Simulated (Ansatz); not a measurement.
# Electron scattering at the Σ5 (210) boundary in fcc Ir, starting shift (0.5, 0.5), part 3 of 3

Wanted: what the Σ5 (210) boundary in fcc Ir, starting shift (0.5, 0.5) costs an interconnect.

Ansatz 0.2.0; Ansatz plane-wave DFT, PBE, PAW files; relaxation of a bicrystal slab with its lowest layers held; PAW set soft_1 (the session's first sound run).

So far. Step 3 (Transmission across the boundary): Over the solved energies the transmission per spin lies between 2.20 and 2.43, out of 4.40 channels of the lead on average (up to 4.52). Step 4 (Specific resistance): Averaged over the energies near the Fermi level, 52.2 % of the channels pass, which makes 0.442 fΩ m².

### Step 5. Single-crystal slab for reference

This step: Ansatz plane-wave DFT, PBE, PAW files; relaxation of a single-crystal slab with its lowest layers held; PAW set soft_1 (Ansatz 0.2.0).

System of this step: Ir slab, plane (2, 1, 0). The cell holds 22 atoms: 22 Ir. Cell: a = 4.702 Å, b = 3.839 Å, c = 29.029 Å, α = 90.0°, β = 90.0°, γ = 65.9°. It derives from Ir. Vacuum lies along c.

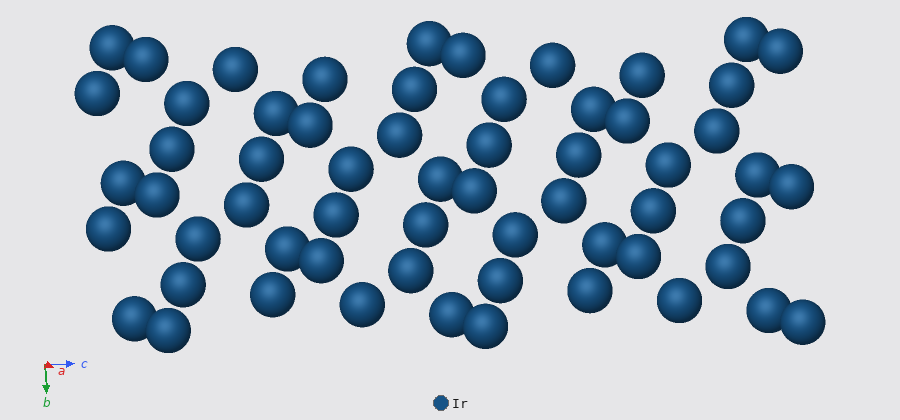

The cell of this step (iridium blue). 1×2×1 cells are drawn. Some periodic images of atoms are drawn too.

input.yaml reads:

```yaml
crystal:
  lattice:
    - [4.7022854592, 0.0, 0.0]
    - [1.5674284864, 3.5048766455, 0.0]
    - [0.0, 0.0, 29.0288347253]
  atoms:
    - { symbol: Ir, position: [0.4000000001, 0.2999999997, 0.1722425322] }
    - { symbol: Ir, position: [1.0e-10, 0.9999999997, 0.2018171241] }
    - { symbol: Ir, position: [0.6000000001, 0.6999999997, 0.2313917159] }
    - { symbol: Ir, position: [0.2000000001, 0.3999999997, 0.2609663078] }
    - { symbol: Ir, position: [0.8000000001, 0.0999999998, 0.2905408997] }
    - { symbol: Ir, position: [0.4000000001, 0.7999999998, 0.3201154915] }
    - { symbol: Ir, position: [1.0e-10, 0.4999999998, 0.3496900834] }
    - { symbol: Ir, position: [0.6000000001, 0.1999999998, 0.3792646753] }
    - { symbol: Ir, position: [0.2000000001, 0.8999999998, 0.4088392671] }
    - { symbol: Ir, position: [0.8000000001, 0.5999999998, 0.438413859] }
    - { symbol: Ir, position: [0.4000000001, 0.2999999998, 0.4679884508] }
    - { symbol: Ir, position: [0.0, 0.9999999999, 0.4975630427] }
    - { symbol: Ir, position: [0.6, 0.6999999999, 0.5271376346] }
    - { symbol: Ir, position: [0.2, 0.3999999999, 0.5567122264] }
    - { symbol: Ir, position: [0.8, 0.0999999999, 0.5862868183] }
    - { symbol: Ir, position: [0.4, 0.7999999999, 0.6158614102] }
    - { symbol: Ir, position: [0.0, 0.4999999999, 0.645436002] }
    - { symbol: Ir, position: [0.6, 0.1999999999, 0.6750105939] }
    - { symbol: Ir, position: [0.2, 0.9, 0.7045851858] }
    - { symbol: Ir, position: [0.8, 0.6, 0.7341597776] }
    - { symbol: Ir, position: [0.4, 0.3, 0.7637343695] }
    - { symbol: Ir, position: [0.0, 0.0, 0.7933089614] }
kpoints:
  mp_grid: { grid: [7, 7, 1] }
hamiltonian:
  xc: pbe
  pseudopotentials: { kind: paw, azcp: { folder: soft_1 } }
scf:
  occupations: { method: fermi_dirac, width: 0.1 }
relax:
  f_tol: 0.03
  max_steps: 80
  constraints: [{ sites: [0, 1, 2, 3] }]
```

Launch:

```console
> ansatz run input.yaml --threads 4 --pin off --max-ram 15360MiB --backend cpu --events-out ev --progress --plain --runs-dir out
```

Numbers of over 12 decimals in the logs are rounded to 6 here.

What it wrote:

```text
Warning: crystal.symmetry: narrowed to the stabiliser of the relax constraints — unitary ops 4 → 2; lowered at sites 0, 1, 2, 3, 18, 19, 20, 21 (the operations that carried what is held of a site onto what its image site leaves free; the constrained walk keeps no symmetry that its constraints do not admit)
[...]
Crystal: 22 atoms, lattice volume = 478.422 Å³
Basis set: ecut = 420 eV, 9349 PW (Γ), exchange–correlation on 64×54×400 points (8 copies of the dense FFT grid, shifted against one another)
Bands: 225, of which v1, the nominal top of the filled ones, is band 187 counted from 1 (186 counted from 0)
Symmetry: 2 space group operations
k-points: 16 of 49 (time reversal used)
[...]
SCF iter   9: F=-262603.962476 eV  HF=-262603.962479 eV  |F-HF|=3.39e-6  |Δ(HF+E_count)|=   9.04e-6  Δρ=2.02e-5  dr2=4.12e-6  ethr=6.02e-9  ⟨swp⟩=5.0  Hψ=12907  notcnv=0
SCF 1 converged in 9 iterations: F = -262603.962476 eV  dr2 = 4.12e-6
[...]
relax step   1: F+E_penalty+E_count = -262603.96247562 eV  Δ(F+E_penalty+E_count) = +0.000e0 eV  max|allowed force component| = 1.552e0 eV/Å  Δτ_max = 0.0000 Å  (9 SCF iters, dr2 threshold 2.25e-5 eV, accepted)
[...]
SCF iter   6: F=-262603.895706 eV  HF=-262603.895706 eV  |F-HF|=1.75e-7  |Δ(HF+E_count)|=   2.91e-5  Δρ=4.74e-5  dr2=1.07e-5  ethr=2.67e-8  ⟨swp⟩=3.0  Hψ=13987  notcnv=0
SCF 2 converged in 6 iterations: F = -262603.895706 eV  dr2 = 1.07e-5
[...]
relax step   2: F+E_penalty+E_count = -262603.89570634 eV  Δ(F+E_penalty+E_count) = +6.677e-2 eV  max|allowed force component| = 3.098e0 eV/Å  Δτ_max = 0.1943 Å  (6 SCF iters, dr2 threshold 1.00e-4 eV, rejected (line search))
SCF iter   1: F=—  HF=-262604.158192 eV  |F-HF|=—  |Δ(HF+E_count)|=         —  Δρ=6.84e-3  dr2=2.34e-1  ethr=1.08e-3  ⟨swp⟩=4.9  Hψ=7954  notcnv=0  defer=121
[...]
SCF iter   8: F=-262604.133290 eV  HF=-262604.133290 eV  |F-HF|=1.20e-8  |Δ(HF+E_count)|=   1.86e-8  Δρ=2.26e-6  dr2=4.60e-8  ethr=2.67e-11  ⟨swp⟩=5.3  Hψ=13203  notcnv=0
SCF 3 converged in 8 iterations: F = -262604.133290 eV  dr2 = 4.60e-8
relax step   3: F+E_penalty+E_count = -262604.13328963 eV  Δ(F+E_penalty+E_count) = -1.708e-1 eV  max|allowed force component| = 2.452e-1 eV/Å  Δτ_max = 0.0944 Å  (8 SCF iters, accepted)
[...]
relax step   4: F+E_penalty+E_count = -262604.16908584 eV  Δ(F+E_penalty+E_count) = -3.580e-2 eV  max|allowed force component| = 1.376e-1 eV/Å  Δτ_max = 0.1000 Å  (7 SCF iters, dr2 threshold 3.76e-6 eV, accepted)
[...]
relax step   5: F+E_penalty+E_count = -262604.17424493 eV  Δ(F+E_penalty+E_count) = -5.159e-3 eV  max|allowed force component| = 2.850e-2 eV/Å  Δτ_max = 0.0442 Å  (7 SCF iters, dr2 threshold 1.18e-6 eV, accepted)
[...]
SCF iter   2: F=-262604.174245 eV  HF=-262604.174245 eV  |F-HF|=4.36e-8  |Δ(HF+E_count)|=   5.10e-5  Δρ=2.66e-6  dr2=6.60e-8  ethr=2.67e-11  ⟨swp⟩=2.7  Hψ=15297  notcnv=0
SCF 6 converged in 2 iterations: F = -262604.174245 eV  dr2 = 6.60e-8
relax step   6: F+E_penalty+E_count = -262604.17424500 eV  Δ(F+E_penalty+E_count) = -6.589e-8 eV  max|allowed force component| = 2.848e-2 eV/Å  Δτ_max = 0.0000 Å  (2 SCF iters, accepted)
SCF converged after 2 iterations
Free energy (F): -262604.174245 eV
[...]
Internal energy: -262603.365656 eV  (E = F + TS)
E sigma→0 (E₀):  -262603.769950 eV
Entropy (-TS):   -0.808589 eV (-36.754 meV/atom)
Fermi energy:    14.978802 eV
[...]
--- Forces (eV/Å), atoms counted from 1 ---
  atom   1  Ir    -0.08881989     0.03972146     1.57815467
  atom   2  Ir     0.15935875    -0.07126740    -0.14837388
  atom   3  Ir     0.12050796    -0.05389280    -1.03776182
  atom   4  Ir    -0.20810735     0.09306844    -0.39353488
  atom   5  Ir    -0.01512621     0.00676464    -0.01988522
  atom   6  Ir    -0.00047482     0.00021235    -0.00379762
  atom   7  Ir     0.00891256    -0.00398582    -0.00349459
  atom   8  Ir     0.01832788    -0.00819648     0.00161114
  atom   9  Ir     0.00889454    -0.00397776    -0.00004772
  atom  10  Ir     0.00181344    -0.00081100     0.01196716
  atom  11  Ir     0.00242256    -0.00108340    -0.01795152
  atom  12  Ir     0.00114744    -0.00051315     0.02300716
  atom  13  Ir    -0.00558813     0.00249909    -0.01833261
  atom  14  Ir    -0.01678360     0.00750585     0.00822079
  atom  15  Ir    -0.00797947     0.00356853    -0.00317617
  atom  16  Ir    -0.00405931     0.00181538     0.00943590
  atom  17  Ir     0.02848489    -0.01273883    -0.00443389
  atom  18  Ir     0.00169776    -0.00075926    -0.00545160
  atom  19  Ir    -0.00866721     0.00387609     0.02468054
  atom  20  Ir    -0.01835925     0.00821050    -0.00028577
  atom  21  Ir    -0.00343105     0.00153441     0.00039949
  atom  22  Ir     0.02584948    -0.01156024    -0.00081661
  max |Σ_I F_I| component: 1.33e-4 eV/Å
--- Relaxed structure (6 steps of the walk, 5 accepted, 0 SCFs on fresh bases) ---
  F+E_penalty+E_count = -262604.17424500 eV   max|allowed force component| = 2.848e-2 eV/Å
  atoms:
    - { symbol: Ir, position: [0.400000, 0.300000, 0.172243] }
    - { symbol: Ir, position: [1.000000082740371e-10, 1.000000, 0.201817] }
    - { symbol: Ir, position: [0.600000, 0.699999999825, 0.231392] }
    - { symbol: Ir, position: [0.200000, 0.400000, 0.260966] }
    - { symbol: Ir, position: [0.796637, 0.101682, 0.291053] }
    - { symbol: Ir, position: [0.399846, 0.800077, 0.320657] }
    - { symbol: Ir, position: [0.00243567, 0.498782, 0.350336] }
    - { symbol: Ir, position: [0.602665, 0.198668, 0.380792] }
    - { symbol: Ir, position: [0.204060, 0.897970, 0.410481] }
    - { symbol: Ir, position: [0.804140, 0.597930, 0.440477] }
    - { symbol: Ir, position: [0.403368, 0.298316, 0.470684] }
    - { symbol: Ir, position: [0.00399681, 0.998002, 0.500474] }
    - { symbol: Ir, position: [0.604008, 0.697996, 0.530387] }
    - { symbol: Ir, position: [0.203494, 0.398253, 0.560800] }
    - { symbol: Ir, position: [0.804362, 0.097819, 0.590341] }
    - { symbol: Ir, position: [0.405359, 0.797320, 0.620519] }
    - { symbol: Ir, position: [0.00597331, 0.497013, 0.650809] }
    - { symbol: Ir, position: [0.610864, 0.194568, 0.679644] }
    - { symbol: Ir, position: [0.211688, 0.894156, 0.709720] }
    - { symbol: Ir, position: [0.799393, 0.600303, 0.742079] }
    - { symbol: Ir, position: [0.403558, 0.298221, 0.768886] }
    - { symbol: Ir, position: [0.0060444, -0.0030222, 0.794747] }
```

Run time: 5.5 min. Hardware: 4 threads of Arm Neoverse V1, shared host; peak memory 2.8 GiB.

Relaxation path:

| step | energy less that of the first step (eV) | largest force component (eV/Å) |
| --- | --- | --- |
| 1 | 0.0000 | 1.5521 |
| 2 | 0.0668 | 3.0983 |
| 3 | -0.1708 | 0.2452 |
| 4 | -0.2066 | 0.1376 |
| 5 | -0.2118 | 0.0285 |
| 6 | -0.2118 | 0.0285 |

Relaxation step 2 was tried and not accepted.

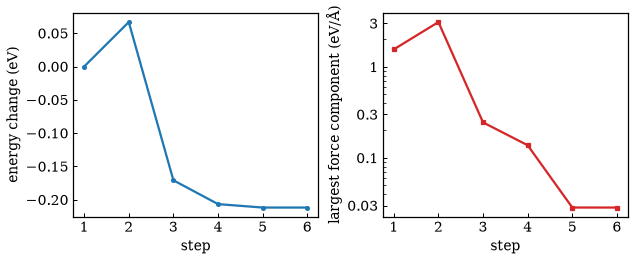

Energy and largest force along the relaxation.

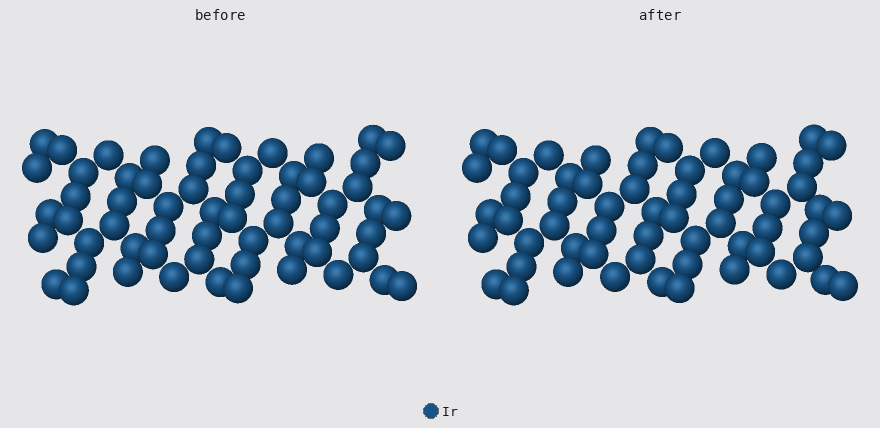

Before and after, at one scale.

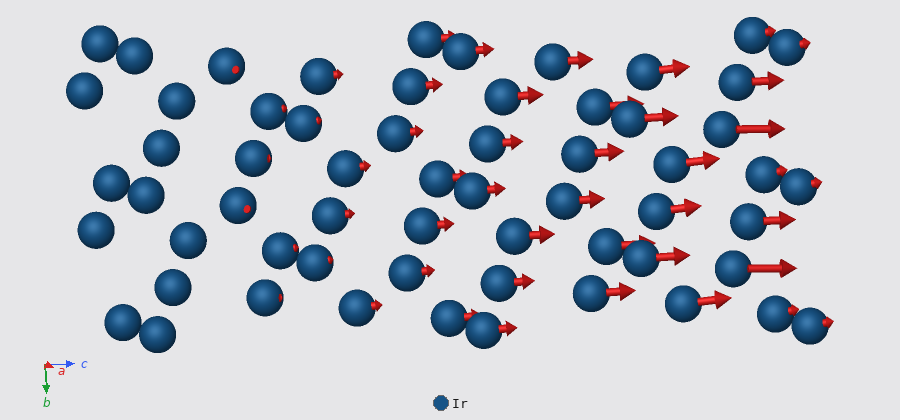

Displacements in the relaxation, exaggerated; the longest in the cell stands for 0.23 Å. 1×2×1 cells are drawn. Some periodic images of atoms are drawn too.

The atoms that moved most (Å):

| atom | dx | dy | dz | length |
| --- | --- | --- | --- | --- |
| Ir20 | -0.002 | 0.001 | 0.230 | 0.230 |
| Ir17 | 0.023 | -0.010 | 0.156 | 0.158 |
| Ir19 | 0.046 | -0.020 | 0.149 | 0.157 |
| Ir21 | 0.014 | -0.006 | 0.150 | 0.150 |
| Ir18 | 0.043 | -0.019 | 0.134 | 0.142 |
| Ir16 | 0.021 | -0.009 | 0.135 | 0.137 |
| Ir14 | 0.014 | -0.006 | 0.119 | 0.120 |
| Ir15 | 0.017 | -0.008 | 0.118 | 0.119 |

The relaxed structure:

```xyz
22
Lattice="4.7023 0.0000 0.0000 1.5674 3.5049 0.0000 0.0000 0.0000 29.0288" Properties=species:S:1:pos:R:3
Ir    2.3511    1.0515    5.0000
Ir    1.5674    3.5049    5.8585
Ir    3.9186    2.4534    6.7170
Ir    1.5674    1.4020    7.5755
Ir    3.9054    0.3564    8.4489
Ir    3.1343    2.8042    9.3083
Ir    0.7933    1.7482   10.1698
Ir    3.1453    0.6963   11.0540
Ir    2.3671    3.1473   11.9158
Ir    4.7185    2.0957   12.7865
Ir    2.3643    1.0456   13.6634
Ir    1.5831    3.4979   14.5282
Ir    3.9343    2.4464   15.3965
Ir    1.5811    1.3958   16.2794
Ir    3.9357    0.3428   17.1369
Ir    3.1559    2.7945   18.0130
Ir    0.8071    1.7420   18.8922
Ir    3.1774    0.6819   19.7293
Ir    2.3969    3.1339   20.6024
Ir    4.6999    2.1040   21.5417
Ir    2.3651    1.0452   22.3199
Ir    0.0237   -0.0106   23.0706
```

This step gave:

```
free energy             : -262604.1742 eV
energy at zero smearing : -262603.7700 eV
Fermi energy            : 14.98 eV
```

The largest force component on a free atom ends at 0.028 eV/Å, under the tolerance of 0.03, after 6 steps.

### Step 6. Bulk reference

This step: Ansatz plane-wave DFT, PBE, PAW files; bulk reference; PAW set soft_1 (Ansatz 0.2.0).

System of this step: Ir. Symmetry: Fm-3m, No. 225, cubic system. Conventional cell: a = 3.839 Å, b = 3.839 Å, c = 3.839 Å, α = 90.00°, β = 90.00°, γ = 90.00°. Nearest to Ir lie 12 Ir at 2.71 Å.

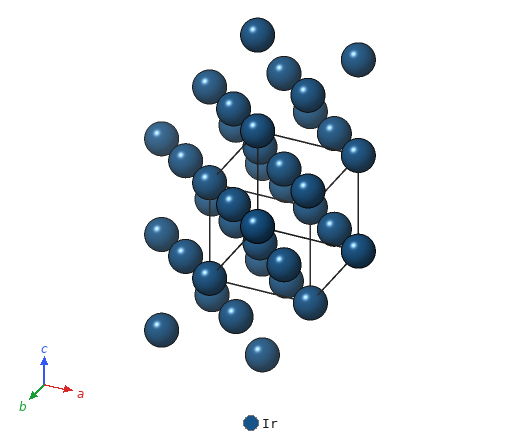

The cell of this step (iridium blue). 1×2×2 conventional cells are drawn. Some periodic images of atoms are drawn too.

input.yaml, the sections that differ from step 5:

```yaml
crystal:
  lattice:
    - [0.0, 1.9197, 1.9197]
    - [1.9197, 0.0, 1.9197]
    - [1.9197, 1.9197, 0.0]
  atoms:
    - { symbol: Ir, position: [0.0, 0.0, 0.0] }
kpoints:
  mp_grid: { grid: [19, 19, 19] }
# hamiltonian, scf: as in step 5
# relax: removed
```

What it wrote:

```text
[...]
Crystal: 1 atoms, lattice volume = 14.149 Å³
Basis set: ecut = 420 eV, 283 PW (Γ)
Bands: 13, of which v1, the nominal top of the filled ones, is band 9 counted from 1 (8 counted from 0)
Symmetry: 48 space group operations
[...]
k-points: 220 of 6859
[...]
SCF iter   1: F=—  HF=-11936.912931 eV  |F-HF|=—  |Δ(HF+E_count)|=         —  Δρ=4.86e-2  dr2=2.40e-1  ethr=3.10e-3  ⟨swp⟩=5.0  Hψ=14666  notcnv=0
[...]
SCF iter   6: F=-11936.835594 eV  HF=-11936.835594 eV  |F-HF|=8.00e-11  |Δ(HF+E_count)|=   2.50e-8  Δρ=2.12e-6  dr2=1.81e-10  ethr=5.79e-10  ⟨swp⟩=1.0  Hψ=8318  notcnv=0
SCF 1 converged in 6 iterations: F = -11936.835594 eV  dr2 = 1.81e-10
[...]
SCF converged after 6 iterations
Free energy (F): -11936.835594 eV
[...]
Internal energy: -11936.800931 eV  (E = F + TS)
E sigma→0 (E₀):  -11936.818263 eV
Entropy (-TS):   -0.034663 eV (-34.663 meV/atom)
Fermi energy:    25.781889 eV
[...]
```

Run time: 0.64 s. Hardware: 4 threads; peak memory 0.28 GiB.

Numbers from this step:

| Item | Value |
| --- | --- |
| free energy | -11936.8356 eV |
| energy at zero smearing | -11936.8183 eV |
| Fermi energy | 25.78 eV |

### Step 7. Boundary energy

This step: Ansatz plane-wave DFT, PBE, PAW files; bicrystal less single-crystal slab less bulk atoms, a boundary area; PAW set soft_1 (Ansatz 0.2.0).

This step gave:

```
excess energy of the cell : 1.601 eV
boundary energy           : 1.556 J/m²
```

The boundary costs 1.6 J/m².

By hand: 1.60 eV / 16.48 Å² × 16.02 = 1.56 J/m².

### Step 8. What came out

```
specific resistance of the boundary : 0.442 fΩ m²
share of channels that pass         : 0.522
boundary energy                     : 1.56 J/m²
```

**Reading.** The boundary has a specific resistance of 0.44 fΩ m² and an energy of 1.6 J/m². The boundary reflects 48 % of the channels; 0.44 fΩ m² is 4.4×10⁻¹² Ω·cm². In the relaxation the upper grain slid sideways by about 1.0 Å, so the result belongs to the position that it found, not to the starting one. One starting structure was relaxed; another shift or atom count at the boundary may lie lower. Spin-orbit coupling is left out, which matters for Ir.

[Logs are printed without paths, hosts, clocks, repeated set-up lines and the standing remarks that a program may print on its own settings, such as how far it seeks lower states.]

[Hosts, paths, dates, database ids (printed as entryN), source tags and the programs' standing remarks are cut or masked in the printed files.]
